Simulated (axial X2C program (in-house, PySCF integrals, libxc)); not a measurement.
**Linear BCO at several levels**

Aim: the two bond lengths and stretching wavenumbers of linear BCO, with and without spin–orbit coupling, at HF, r2SCAN, MP2, PBE0.

Computed with an in-house X2C program for linear molecules on PySCF integrals. Level: all-electron X2C, two-component (2c) or spin-free, B dyall-v3z, C dyall-v3z, O dyall-av3z.

All values are calculated.

2 further runs of the same task are left out: 2 set aside as unsound or not needed.

## (1) Input

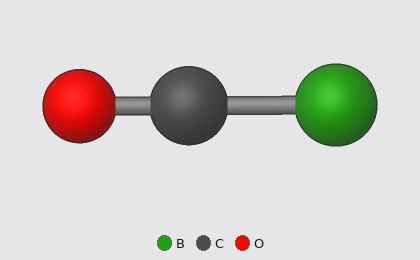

The atoms on one line, bonds 1.550 and 1.150 Å (boron green, carbon dark grey, oxygen red).

task.json

```json
{
 "zs": [
  5,
  6,
  8
 ],
 "q": 0,
 "bas": [
  "dyall-v3z",
  "dyall-v3z",
  "dyall-av3z"
 ],
 "r0": [
  1.55,
  1.15
 ],
 "symm": 0,
 "scan": [
  "PBE0",
  "HF",
  "r2SCAN"
 ],
 "levels": [
  "PBE0",
  "HF",
  "TPSSh"
 ],
 "nst": 2
}
```

Keys: zs atomic numbers; q charge; bas basis sets; r0 starting distance in Å; symm equal bonds; scan levels of the two-bond scan (MP2 follows by itself at each HF point); levels methods; nst determinants followed.

Command:

```sh
> python solin.py task.json out
```

Masses B 11.009, C 12.000, O 15.995 u.

## (2) Scan at HF, 2c

State: Ω = 3/2 (beyond evenly filled blocks: ω = 3/2). Energies above the lowest point, from the job's result record:

| r(B–C) (Å) | r(C–O) (Å) | E (meV) |
| --- | --- | --- |
| 1.3777 | 1.1329 | 26.15 |
| 1.3777 | 1.1620 | 65.31 |
| 1.3777 | 1.1910 | 185.28 |
| 1.4130 | 1.1329 | 0.00 |
| 1.4130 | 1.1620 | 48.53 |
| 1.4130 | 1.1910 | 177.22 |
| 1.4130 | 1.2201 | 371.53 |
| 1.4483 | 1.1329 | 26.82 |
| 1.4483 | 1.1620 | 84.71 |
| 1.4483 | 1.1910 | 222.19 |
| 1.4837 | 1.1620 | 164.12 |
| 1.4837 | 1.2201 | 521.26 |

A quadratic surface with cubic terms in each bond gives the minimum at 1.412 and 1.132 Å, force constants 6.84, 18.3 and coupling 1.37 mdyn/Å.

## (3) Scan at r2SCAN, 2c

State: Ω = 3/2 (beyond evenly filled blocks: ω = 3/2). Energies above the lowest point, from the job's result record:

| r(B–C) (Å) | r(C–O) (Å) | E (meV) |
| --- | --- | --- |
| 1.3777 | 1.1329 | 92.90 |
| 1.3777 | 1.1620 | 33.62 |
| 1.3777 | 1.1910 | 57.57 |
| 1.4130 | 1.1329 | 53.67 |
| 1.4130 | 1.1620 | 0.00 |
| 1.4130 | 1.1910 | 29.27 |
| 1.4130 | 1.2201 | 126.19 |
| 1.4483 | 1.1329 | 66.58 |
| 1.4483 | 1.1620 | 18.26 |
| 1.4483 | 1.1910 | 52.58 |
| 1.4837 | 1.1620 | 79.46 |
| 1.4837 | 1.2201 | 224.94 |

A quadratic surface with cubic terms in each bond gives the minimum at 1.417 and 1.165 Å, force constants 6.52, 15.4 and coupling 0.79 mdyn/Å.

## (4) Scan at MP2, 2c

State: Ω = 3/2 (beyond evenly filled blocks: ω = 3/2). Energies above the lowest point, from the job's result record:

| r(B–C) (Å) | r(C–O) (Å) | E (meV) |
| --- | --- | --- |
| 1.3777 | 1.1329 | 105.14 |
| 1.3777 | 1.1620 | 42.01 |
| 1.3777 | 1.1910 | 63.24 |
| 1.4130 | 1.1329 | 57.95 |
| 1.4130 | 1.1620 | 0.00 |
| 1.4130 | 1.1910 | 26.05 |
| 1.4130 | 1.2201 | 120.29 |
| 1.4483 | 1.1329 | 64.82 |
| 1.4483 | 1.1620 | 11.68 |
| 1.4483 | 1.1910 | 42.32 |
| 1.4837 | 1.1620 | 68.14 |
| 1.4837 | 1.2201 | 206.11 |

A quadratic surface with cubic terms in each bond gives the minimum at 1.422 and 1.166 Å, force constants 6.6, 15.5 and coupling 0.72 mdyn/Å.

## (5) The levels side by side

| level | r(B–C) (Å) | r(C–O) (Å) | lower stretch (cm⁻¹) | upper stretch (cm⁻¹) |
| --- | --- | --- | --- | --- |
| HF, 2c | 1.412 | 1.132 | 1168.7 | 2189.2 |
| r2SCAN, 2c | 1.417 | 1.165 | 1113.8 | 2066.3 |
| MP2, 2c | 1.422 | 1.166 | 1117.0 | 2080.6 |
| PBE0, spin-free | 1.411 | 1.161 | 1136.3 | 2094.7 |
| HF, spin-free | 1.412 | 1.132 | 1168.7 | 2189.0 |
| r2SCAN, spin-free | 1.417 | 1.165 | 1113.8 | 2066.0 |
| MP2, spin-free | 1.422 | 1.166 | 1117.0 | 2080.3 |

Scans not shown above were run alike.

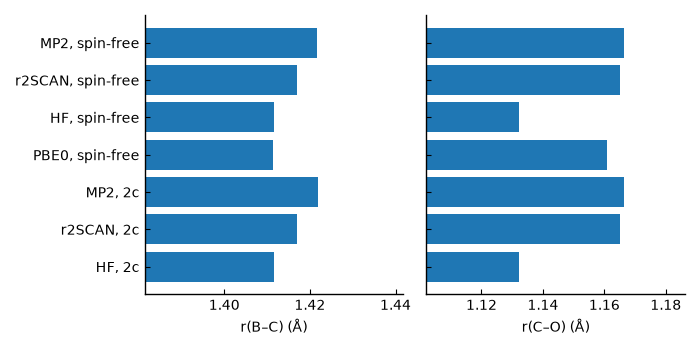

The two bond lengths by level.

**Reading.** Over the levels the B–C bond spans 1.411 to 1.422 Å and the C–O bond 1.132 to 1.166 Å. At HF spin–orbit coupling leaves both bonds unchanged to 0.001 Å. Each state is one determinant, the lowest of a limited PBE0 search; the stretches come from a fit to few points and are good to some per cent at best. MP2 freezes inner shells (threshold -2 hartree). The molecule was held linear; bending was not examined, so a bent shape may lie lower. Note: several unpaired electrons, one determinant need not be a pure state.
